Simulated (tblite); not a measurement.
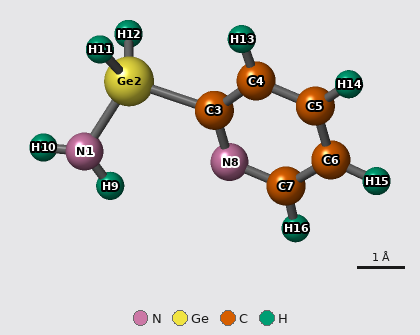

Fig. 1: The input geometry (ball-and-stick view, seen at a tilt; atoms are numbered from 1 in the order of the input). Sticks mark near contacts. Bond lengths as drawn: C–C 1.38 to 1.39 Å, C–Ge 1.96 Å, C–H 1.08 Å, C–N 1.32 to 1.33 Å, Ge–H 1.51 to 1.52 Å, Ge–N 1.81 Å and H–N 1.01 Å.

Frequency calculation, with input and output: C5H8GeN2

- system: C5H8GeN2, SMILES [NH2][GeH2][c]1ccccn1
- method: GFN2-xTB harmonic vibrations, gas phase (tblite 0.8.0)

It belongs to a series of runs on one base structure; here: H on Ge replaced by 2-pyridyl.

**The input**
```
{"job": {"kind": "ir", "xc": "GFN2-xTB", "basis": "xTB"}, "charge": 0, "multiplicity": 1}
N      2.854505     0.830942    -0.313654
Ge     1.988126    -0.750502    -0.223937
C      0.098524    -0.292721     0.018478
C     -0.822385    -1.059254     0.719778
C     -2.133739    -0.625533     0.806395
C     -2.482217     0.564461     0.187109
C     -1.492519     1.263879    -0.485719
N     -0.241162     0.849311    -0.569713
H      2.294289     1.566035    -0.724014
H      3.777052     0.851754    -0.723081
H      2.544853    -1.507387     0.953519
H      2.184142    -1.644900    -1.435563
H     -0.500776    -1.979146     1.187941
H     -2.872554    -1.201131     1.346633
H     -3.493023     0.941465     0.227057
H     -1.710714     2.201673    -0.982640
```

The first line tells a small driver script what to run in tblite; the rest is the geometry in Å.

Command:
```bash
OMP_NUM_THREADS=1 python <driver script> task.json out
```

**What the program printed**
```
mode    cm-1     km/mol
  1      25.2      2.10
  2     101.4      0.31
  3     132.9      2.74
  4     196.3     34.29
  5     216.7      3.95
  6     292.7     13.64
  7     347.9      3.19
  8     372.9     13.31
  9     473.9     58.57
 10     543.0    285.34
 11     595.7      1.50
 12     603.4     15.37
 13     645.5    197.68
 14     672.2     19.84
 15     685.1     41.50
 16     707.4      3.09
 17     749.9      4.37
 18     805.5    311.50
 19     857.5    171.53
 20     890.9      0.00
 21     917.6      0.53
 22     935.2      0.01
 23     996.4     10.22
 24    1092.3      1.58
 25    1112.1      6.16
 26    1143.3      3.36
 27    1164.5      0.16
 28    1244.2      1.95
 29    1279.6      4.20
 30    1397.2      7.72
 31    1429.1      8.94
 32    1474.5     36.10
 33    1558.4     11.24
 34    1574.8     28.07
 35    1848.1    449.62
 36    1956.1    458.03
 37    3042.0     39.20
 38    3056.0     16.12
 39    3068.1     53.43
 40    3087.5     52.96
 41    3415.4      0.79
 42    3451.8      1.26
```

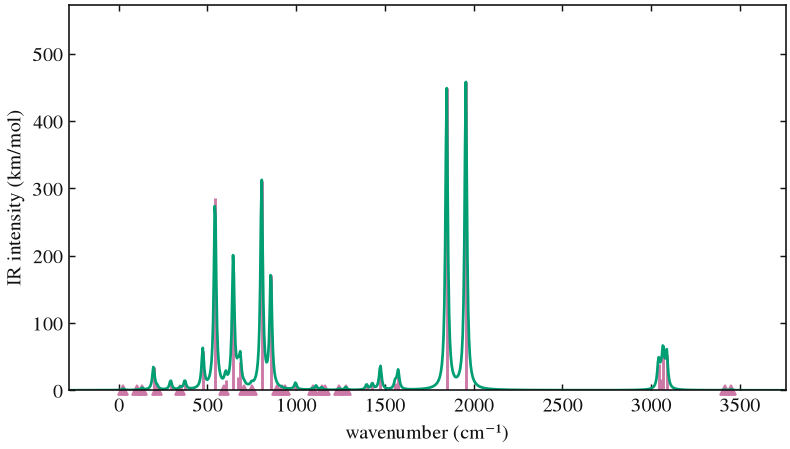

Fig. 2: Harmonic infrared spectrum, unscaled: sticks (degenerate modes added up, dark ones marked on the axis) with a Lorentzian envelope of 16 cm⁻¹ full width, scaled to the tallest stick. 42 modes from 25 to 3452 cm⁻¹, none imaginary. The strongest line is at 1956 cm⁻¹ (458 km/mol).

**Key numbers**

- outcome: converged
- total energy: −612.9815 eV
- zero-point energy: 71.7080 kcal/mol
- hardware: 1 CPU thread, shared host
- wall time: 0.89 s
- peak memory: 0.18 GiB
